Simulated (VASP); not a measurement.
Band structure of TiB$_{2}$ (AlB2 type). Computed with revTPSS meta-GGA, VASP's PBE PAW potentials (set 64) (plane waves; VASP 6.6.1).

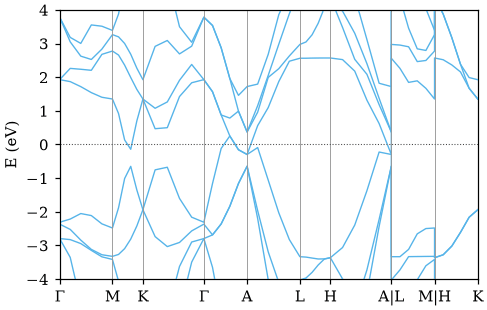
Figure. Bands along high-symmetry lines, zero at the valence-band maximum or, without a gap, the Fermi level

Read the plot: is there a gap, and where are the band edges?

It has no gap at this level: it comes out as a metal or semimetal.

The compound is TiB2 in the AlB2 type structure. It was relaxed first.
